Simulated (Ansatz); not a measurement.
CH4MgO (SMILES [CH3][Mg][OH])

Input file:

```
crystal:
  periodic: [false, false, false]
  atoms:
    - {symbol: C, position_ang: [-1.108909, 0.683633, -0.332942]}
    - {symbol: Mg, position_ang: [0.601306, -0.377118, 0.165441]}
    - {symbol: O, position_ang: [2.057084, -1.279543, 0.586870]}
    - {symbol: H, position_ang: [-1.916457, 0.018295, -0.652860]}
    - {symbol: H, position_ang: [-0.923011, 1.385667, -1.151308]}
    - {symbol: H, position_ang: [-1.483645, 1.264927, 0.514904]}
    - {symbol: H, position_ang: [2.834833, -1.763860, 0.824195]}
basis:
  gaussian: {orbitals: def2-TZVPP}
hamiltonian: {xc: pbe0, dispersion: d4}
output: {orbitals: {seedname: orbitals}}
```

Command:

```sh
ansatz run in.yaml --threads 4 --pin off --events-out ev --progress --plain --max-ram 10444MiB
```

Geometry: PBE0-D4/def2-TZVP.

Computed with RKS PBE0-D4/def2-TZVPP (Ansatz).

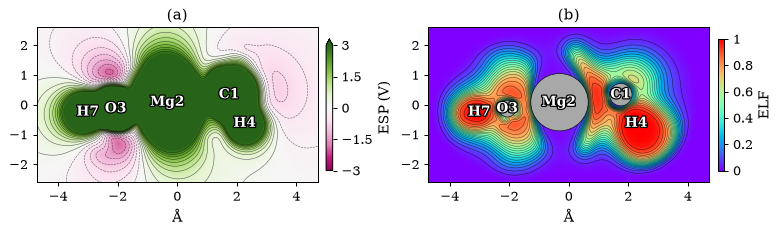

Figure 1. (a) electrostatic potential; (b) electron localisation function on the plane of atoms Mg2, C1 and H4. Grey discs cover the atomic cores in the ELF map.

What does the map show?

Answer.
- The plane passes through C, Mg, O and H nuclei.
- Mg–O (1.76 Å): the ELF peaks at about 0.80 in the valence shell of O, 0.6 Å from its nucleus, and is about 0.15 at the midpoint (an ionic contact with no shared pair).
- C–Mg (2.07 Å): the ELF peaks at about 0.95 in the valence shell of C, 0.8 Å from its nucleus, and is about 0.75 at the midpoint.
- O–H (0.95 Å): the ELF climbs to about 1 towards the hydrogen, as it does in any bond to H; a covalent bond by its length.
- C–H (1.09 Å): the ELF climbs to about 1 towards the hydrogen: a covalent bond by its length.
- Outside the dense part of the molecule the potential is most negative (−1.9 V) near O3.

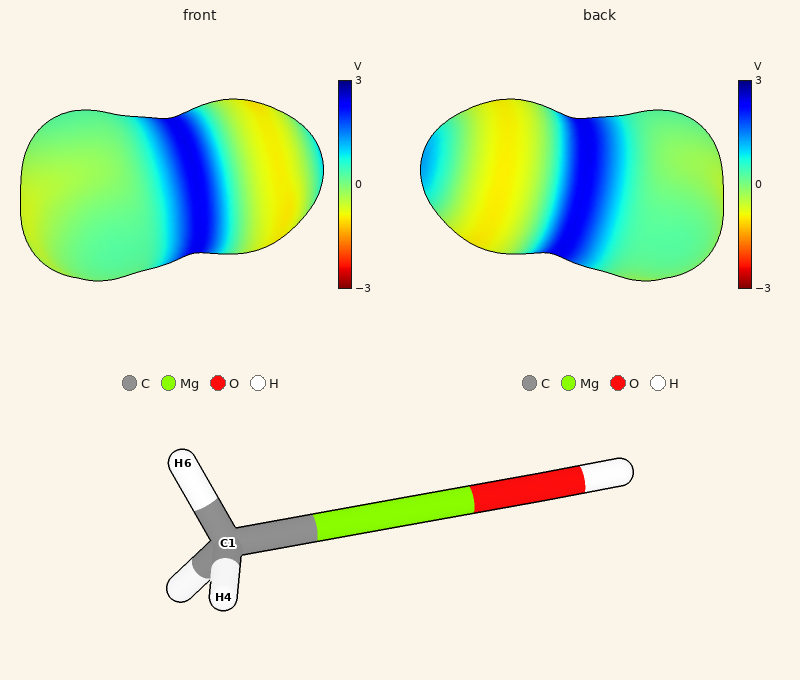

Figure 2. The electrostatic potential painted on the density surface at 0.001 e/bohr³, seen from the front and from behind; red is negative and blue positive. The bare structure is drawn below in the same view.

Which sites attract a positive test charge, and which a negative one?

Answer. A positive charge is drawn to the negative regions and a negative charge to the positive ones. The most negative region (about −0.9 V) lies over O3, the most positive (about +2.4 V) over Mg2.

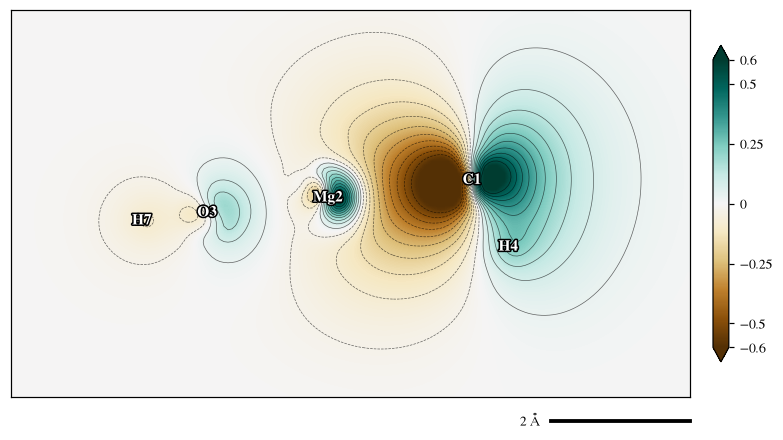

Figure 3. The HOMO on the plane of atoms Mg2, C1 and H4 (values in Å⁻³ᐟ²; the overall sign is arbitrary).

Describe this orbital and give its energy.

Answer. It lies mainly on C1 (about 55 %) and Mg2 (about 25 %). Its energy is −7.26 eV.
